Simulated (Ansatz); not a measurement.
## Geometry relaxation, with input and output: CH6AlN (part 2 of 2)

The same run, continued: CH6AlN; RKS BHLYP-D4/def2-mTZVP (Ansatz 0.2.0). The input holds or restrains some coordinates. Forces given for the steps count only the free coordinates. It belongs to a series of runs on one base structure; here: pulled along the bonds that form and break, towards end B.

Geometry of the input (Å):
```
Al 0.0000  0.0000  0.0000
H  1.0219  0.0000  1.4330
C  2.1347  0.0000  0.3896
H  2.4643  -1.0462  0.2194
H  1.9982  0.5080  -0.5878
H  2.9043  0.5381  0.9814
N  -1.6627  0.0000  -0.9600
H  -2.3316  -0.8164  -0.8614
H  -1.9118  0.8164  -1.5886
```

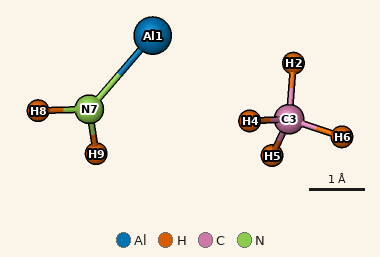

*The geometry at step 15 of the log (ball-and-stick view, seen at a tilt; atoms are numbered from 1 in the order of the input).*

### Trajectory as extended XYZ, continued
```
9
Properties=species:S:1:pos:R:3:forces:R:3 step=6 energy=-9220.92826
Al   -0.7052   -0.0155    0.0237   -0.3060  -0.0871   0.1982
H     1.6977    0.0289    1.4227    0.4618  -0.0023  -0.6110
C     2.4435    0.0086    0.6151   -0.4158  -0.1163   0.7384
H     2.6086   -1.0273    0.3279    0.3461   0.1936   0.2430
H     2.0507    0.5107   -0.2500   -0.0511   0.2858  -0.0633
H     3.3161    0.5339    0.9744    0.3722  -0.3022  -0.1851
N    -1.9761   -0.0477   -1.2320    1.2336  -0.1155   0.9825
H    -2.6512   -0.7820   -1.1121   -0.6758   0.4946  -0.8241
H    -2.1667    0.7903   -1.7439   -0.9651  -0.3505  -0.4787
9
Properties=species:S:1:pos:R:3:forces:R:3 step=7 energy=-9221.14634
Al   -0.7301    0.0063    0.1388   -0.7324  -0.0414  -0.1416
H     1.7211    0.1030    1.4355    0.4569  -0.0271  -0.4204
C     2.4366    0.0279    0.6111   -0.0186   0.0379   0.5940
H     2.4662   -0.9979    0.2624    0.1079   0.0468   0.0880
H     2.1073    0.6575   -0.2001    0.0337   0.1336  -0.0348
H     3.4097    0.3580    0.9564    0.0674  -0.1457  -0.1247
N    -1.9886   -0.0432   -1.1578    0.4191  -0.0324   0.4852
H    -2.6408   -0.8172   -1.2076   -0.0112   0.4942  -0.4128
H    -2.1642    0.7055   -1.8131   -0.3229  -0.4659  -0.0330
9
Properties=species:S:1:pos:R:3:forces:R:3 step=8 energy=-9221.20137
Al   -0.7680   -0.0843    0.2598   -0.5361  -0.0462   0.1015
H     1.7210    0.2355    1.4286    0.4865  -0.0861  -0.3146
C     2.4002    0.0571    0.5924    0.1534   0.1118   0.3878
H     2.2716   -0.9576    0.2392   -0.0123   0.0169   0.0236
H     2.1677    0.7492   -0.2055    0.0018   0.0165  -0.0273
H     3.4303    0.2046    0.8978   -0.0249  -0.0122   0.0077
N    -1.9376   -0.0647   -1.0968    0.0652   0.1329  -0.0897
H    -2.5731   -0.8017   -1.3214   -0.2259  -0.4261   0.0162
H    -2.0948    0.6619   -1.7685    0.0922   0.2924  -0.1053
9
Properties=species:S:1:pos:R:3:forces:R:3 step=9 energy=-9221.21730
Al   -0.8004   -0.0844    0.3378   -0.6300  -0.0445  -0.0067
H     1.7192    0.2462    1.4291    0.4660  -0.0754  -0.3185
C     2.3742    0.0591    0.5758    0.1252   0.1190   0.3954
H     2.2209   -0.9536    0.2288   -0.0027  -0.0066   0.0013
H     2.1335    0.7547   -0.2168    0.0018   0.0118  -0.0254
H     3.4125    0.1900    0.8580   -0.0097  -0.0052   0.0016
N    -1.8981   -0.0673   -1.0880    0.0293  -0.0257  -0.0079
H    -2.5195   -0.8155   -1.3424   -0.0361  -0.1337   0.0243
H    -2.0251    0.6707   -1.7566    0.0560   0.1603  -0.0641
9
Properties=species:S:1:pos:R:3:forces:R:3 step=10 energy=-9221.24383
Al   -0.8839   -0.0933    0.5150   -0.7800  -0.0492  -0.4059
H     1.7122    0.2732    1.4288    0.4378  -0.0882  -0.3737
C     2.3091    0.0621    0.5375    0.2011   0.0913   0.4016
H     2.1161   -0.9533    0.2127    0.0091   0.0669   0.0117
H     2.0425    0.7557   -0.2498   -0.0113  -0.0173  -0.0085
H     3.3679    0.1722    0.7606   -0.1463  -0.0157  -0.0249
N    -1.7802   -0.0833   -1.0740    0.0186  -0.1016   0.2905
H    -2.3966   -0.8220   -1.3897    0.1901   0.1215   0.0876
H    -1.8698    0.6885   -1.7154    0.0810  -0.0076   0.0216
9
Properties=species:S:1:pos:R:3:forces:R:3 step=11 energy=-9221.25603
Al   -0.9087   -0.0949    0.5611   -0.6957  -0.0506  -0.2833
H     1.7009    0.2689    1.4260    0.4170  -0.0818  -0.3775
C     2.2802    0.0625    0.5222    0.1781   0.0821   0.3943
H     2.0863   -0.9531    0.1992    0.0055   0.0597   0.0082
H     1.9955    0.7558   -0.2590   -0.0101  -0.0131  -0.0086
H     3.3415    0.1767    0.7262   -0.1161  -0.0098  -0.0225
N    -1.7427   -0.0817   -1.0533    0.0192  -0.1049   0.2486
H    -2.3522   -0.8152   -1.3888    0.1396   0.0843   0.0655
H    -1.7835    0.6810   -1.7079    0.0625   0.0341  -0.0248
9
Properties=species:S:1:pos:R:3:forces:R:3 step=12 energy=-9221.26885
Al   -0.9498   -0.1131    0.6411   -0.5804  -0.0370  -0.0171
H     1.6777    0.2601    1.4194    0.3890  -0.0737  -0.4280
C     2.2264    0.0645    0.4932    0.0775   0.1470   0.4071
H     2.0335   -0.9486    0.1707   -0.0147  -0.0361  -0.0087
H     1.9114    0.7571   -0.2771   -0.0148  -0.0017   0.0145
H     3.2884    0.1878    0.6651    0.0130   0.0051  -0.0109
N    -1.7053   -0.0638   -0.9955    0.1490   0.3114  -0.4155
H    -2.2726   -0.8024   -1.3848    0.0378   0.0729   0.0476
H    -1.5923    0.6582   -1.7064   -0.0566  -0.3879   0.4111
9
Properties=species:S:1:pos:R:3:forces:R:3 step=13 energy=-9221.24712 accepted=F
Al   -0.9910   -0.1111    0.7137   -0.4765  -0.0774  -0.1672
H     1.6567    0.2630    1.4126    0.3611  -0.0732  -0.4108
C     2.1779    0.0663    0.4708    0.0945   0.1313   0.3817
H     1.9785   -0.9478    0.1537   -0.0259  -0.0033  -0.0175
H     1.8429    0.7598   -0.2904   -0.0191  -0.0252   0.0067
H     3.2448    0.1899    0.6141   -0.0215   0.0073   0.0001
N    -1.5241   -0.1290   -1.0183   -0.7964   0.3719  -0.7109
H    -2.2588   -0.7613   -1.3627    0.7051   0.4001   0.3170
H    -1.5096    0.6700   -1.6679    0.1788  -0.7315   0.6009
9
Properties=species:S:1:pos:R:3:forces:R:3 step=14 energy=-9221.28529
Al   -0.9847   -0.1029    0.7043   -0.5426  -0.0351  -0.0463
H     1.6638    0.2559    1.4142    0.3632  -0.0689  -0.4303
C     2.1858    0.0643    0.4717    0.0811   0.1326   0.4038
H     1.9810   -0.9462    0.1478   -0.0126  -0.0225  -0.0121
H     1.8537    0.7632   -0.2855   -0.0163  -0.0064   0.0121
H     3.2524    0.1832    0.6179    0.0008   0.0021  -0.0120
N    -1.6325   -0.0705   -0.9792    0.1021   0.2598  -0.3216
H    -2.2039   -0.7989   -1.3824    0.0579   0.0710   0.0545
H    -1.4984    0.6517   -1.6832   -0.0336  -0.3326   0.3519
9
Properties=species:S:1:pos:R:3:forces:R:3 step=15 energy=-9221.30089
Al   -1.0162   -0.0991    0.7546   -0.4748  -0.0376   0.0192
H     1.6462    0.2550    1.4049    0.3368  -0.0678  -0.4121
C     2.1459    0.0645    0.4506    0.1018   0.1071   0.3853
H     1.9320   -0.9454    0.1281   -0.0084   0.0066  -0.0092
H     1.7983    0.7663   -0.2966   -0.0148  -0.0096   0.0022
H     3.2161    0.1813    0.5746   -0.0263  -0.0006  -0.0128
N    -1.5605   -0.0756   -0.9616    0.0025   0.0226  -0.0816
H    -2.1404   -0.7890   -1.3766    0.0437   0.0292   0.0374
H    -1.4041    0.6419   -1.6524    0.0395  -0.0498   0.0715
9
Properties=species:S:1:pos:R:3:forces:R:3 step=16 energy=-9221.31442
Al   -1.0581   -0.1042    0.8296   -0.4919  -0.0150  -0.2028
H     1.6266    0.2576    1.3931    0.3193  -0.0727  -0.4424
C     2.0959    0.0649    0.4226    0.1066   0.1102   0.3879
H     1.8708   -0.9450    0.1069   -0.0047   0.0226  -0.0035
H     1.7267    0.7662   -0.3151   -0.0053  -0.0217   0.0189
H     3.1703    0.1803    0.5160   -0.0618  -0.0027  -0.0132
N    -1.5061   -0.0625   -0.9252    0.0882  -0.0314   0.0322
H    -2.0439   -0.7850   -1.3815    0.0317   0.0615   0.0840
H    -1.2648    0.6277   -1.6207    0.0180  -0.0508   0.1389
9
Properties=species:S:1:pos:R:3:forces:R:3 step=17 energy=-9221.32548
Al   -1.1058   -0.1332    0.8963   -0.3522  -0.0283  -0.1772
H     1.5915    0.2662    1.3734    0.2903  -0.0712  -0.4442
C     2.0318    0.0705    0.3891    0.1044   0.1087   0.3683
H     1.8027   -0.9418    0.0842   -0.0056   0.0370  -0.0033
H     1.6366    0.7652   -0.3415    0.0061  -0.0335   0.0324
H     3.1079    0.1924    0.4518   -0.0796   0.0006  -0.0021
N    -1.3619   -0.0948   -0.8943   -0.3266  -0.0841  -0.2949
H    -2.0111   -0.7270   -1.3622    0.3476   0.2963   0.2563
H    -1.0745    0.6024   -1.5711    0.0155  -0.2255   0.2647
9
Properties=species:S:1:pos:R:3:forces:R:3 step=18 energy=-9221.34460
Al   -1.1219   -0.1642    0.9203   -0.3408  -0.0444   0.0081
H     1.5719    0.2732    1.3579    0.2662  -0.0778  -0.4074
C     1.9995    0.0811    0.3682    0.0231   0.1422   0.3779
H     1.7498   -0.9213    0.0525    0.0264  -0.0251   0.0008
H     1.6010    0.7881   -0.3471    0.0225   0.0198  -0.0009
H     3.0753    0.1930    0.4227   -0.0290  -0.0122  -0.0218
N    -1.3403   -0.1045   -0.8658   -0.0096   0.0488  -0.0721
H    -2.0193   -0.6656   -1.3592    0.0764   0.0824   0.0320
H    -0.8985    0.5201   -1.5239   -0.0352  -0.1337   0.0834
9
Properties=species:S:1:pos:R:3:forces:R:3 step=19 energy=-9221.34733
Al   -1.1448   -0.1860    0.9506   -0.3247  -0.0290   0.0334
H     1.5531    0.2625    1.3495    0.2435  -0.0595  -0.4268
C     1.9660    0.0917    0.3494    0.0611   0.1102   0.3654
H     1.7196   -0.9062    0.0171   -0.0066  -0.0102  -0.0044
H     1.5632    0.8151   -0.3473    0.0039   0.0079   0.0218
H     3.0419    0.2022    0.3920   -0.0057   0.0032  -0.0025
N    -1.3191   -0.0974   -0.8378    0.3123   0.2107  -0.5286
H    -2.0306   -0.6044   -1.3516    0.2205   0.2260   0.0806
H    -0.7320    0.4224   -1.4963   -0.5043  -0.4592   0.4611
9
Properties=species:S:1:pos:R:3:forces:R:3 step=20 energy=-9221.36934
Al   -1.1581   -0.2042    0.9754   -0.3184  -0.0468   0.0598
H     1.5395    0.2597    1.3412    0.2161  -0.0511  -0.4111
C     1.9395    0.1119    0.3328    0.1026   0.1004   0.3556
H     1.6547   -0.8627   -0.0381   -0.0015   0.0112  -0.0046
H     1.5666    0.8824   -0.3292   -0.0152  -0.0022   0.0203
H     3.0194    0.1792    0.3756   -0.0223  -0.0096  -0.0046
N    -1.2785   -0.1394   -0.8170    0.0343   0.0188  -0.2200
H    -2.0527   -0.4938   -1.3589    0.0415   0.0443   0.1209
H    -0.6130    0.2667   -1.4563   -0.0371  -0.0651   0.0836
9
Properties=species:S:1:pos:R:3:forces:R:3 step=21 energy=-9221.38076
Al   -1.1703   -0.1948    0.9854   -0.2819  -0.0322  -0.0057
H     1.5367    0.2208    1.3464    0.2163  -0.0295  -0.4155
C     1.9214    0.1257    0.3253    0.0700   0.0538   0.3704
H     1.6404   -0.8341   -0.0855   -0.0108   0.0085  -0.0049
H     1.5292    0.9241   -0.2904   -0.0042   0.0002   0.0143
H     3.0009    0.1975    0.3534   -0.0068   0.0079  -0.0015
N    -1.2472   -0.1564   -0.8135   -0.0020  -0.0059   0.0284
H    -2.0788   -0.3752   -1.3393    0.0390   0.0278   0.0208
H    -0.5150    0.0924   -1.4562   -0.0196  -0.0306  -0.0063
9
Properties=species:S:1:pos:R:3:forces:R:3 step=22 energy=-9221.36922 accepted=F
Al   -1.1755   -0.1896    0.9916   -0.2521  -0.0112  -0.0371
H     1.5390    0.1813    1.3534    0.2520  -0.0269  -0.4639
C     1.9124    0.1357    0.3226   -0.0286   0.1204   0.3936
H     1.6343   -0.8090   -0.1261    0.0301   0.0233   0.0082
H     1.4965    0.9577   -0.2473    0.0125  -0.0564   0.0248
H     2.9903    0.2266    0.3364   -0.0017  -0.0312   0.0065
N    -1.2317   -0.1541   -0.8095    0.4096  -0.0274  -0.6183
H    -2.1007   -0.2587   -1.3255    0.4032   0.0654   0.1127
H    -0.4472   -0.0900   -1.4699   -0.8250  -0.0559   0.5734
9
Properties=species:S:1:pos:R:3:forces:R:3 step=23 energy=-9221.37344 accepted=F
Al   -1.1746   -0.1752    0.9860   -0.2470  -0.0651   0.0703
H     1.5382    0.1981    1.3502    0.2364  -0.0296  -0.4043
C     1.9170    0.1319    0.3244   -0.0062   0.0854   0.3748
H     1.6304   -0.8155   -0.1110    0.0247   0.0013  -0.0036
H     1.5124    0.9467   -0.2612    0.0087  -0.0041  -0.0005
H     2.9957    0.2113    0.3439   -0.0029  -0.0215   0.0003
N    -1.2182   -0.2231   -0.8106   -0.4745   0.1521  -0.3758
H    -2.0930   -0.2817   -1.3304    0.4179  -0.0413   0.2910
H    -0.4905    0.0074   -1.4656    0.0429  -0.0772   0.0479
9
Properties=species:S:1:pos:R:3:forces:R:3 step=24 energy=-9221.38244
Al   -1.1714   -0.1914    0.9844   -0.2722  -0.0287   0.0610
H     1.5371    0.2103    1.3478    0.2229  -0.0289  -0.4088
C     1.9198    0.1283    0.3249    0.0416   0.0642   0.3725
H     1.6368   -0.8260   -0.0972    0.0028   0.0013  -0.0045
H     1.5229    0.9341   -0.2778   -0.0016   0.0033   0.0058
H     2.9989    0.2026    0.3500   -0.0026  -0.0020  -0.0014
N    -1.2428   -0.1577   -0.8114    0.0381  -0.0004  -0.0684
H    -2.0821   -0.3483   -1.3347    0.0028   0.0170   0.0117
H    -0.5018    0.0480   -1.4603   -0.0319  -0.0258   0.0320
```

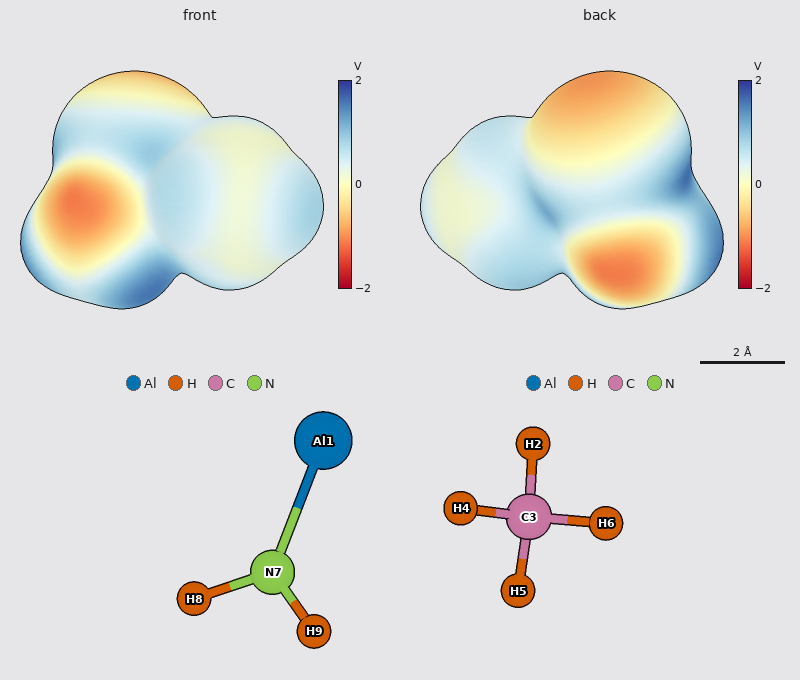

*The molecular electrostatic potential painted on the density surface at 0.002 e/bohr³, seen at a tilt and from behind; the colour scale runs from red (negative) to blue (positive). The bare structure is drawn below in the same view.*

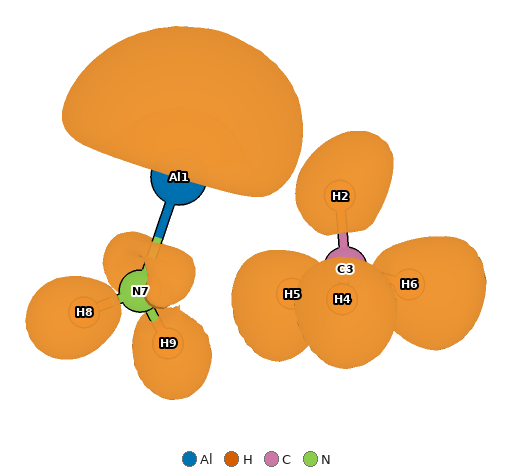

*Isosurface of the electron localisation function at 0.85 (orange), seen at a tilt. Core shells and regions of very low density are left out.*

Values along the shortest contacts: C3···Al1 (3.18 Å): the ELF is only about 0.05 between them. Al–N (1.80 Å): the ELF peaks at about 0.95 in the valence shell of N, 0.6 Å from its nucleus, and is about 0.50 at the midpoint.

### Results in brief

```tsv
quantity	value
outcome	converged under the restraints of the input
total energy	−9221.3826 eV
mean-field energy	−9221.1977 eV
largest force (length of the vector) at the end, held atoms and coordinates included	0.466 eV/Å
hardware	2 threads of Arm Neoverse N1, 24 GiB of memory available, shared host
wall time	53 s (CPU time 1.7 min)
peak memory	0.16 GiB
```
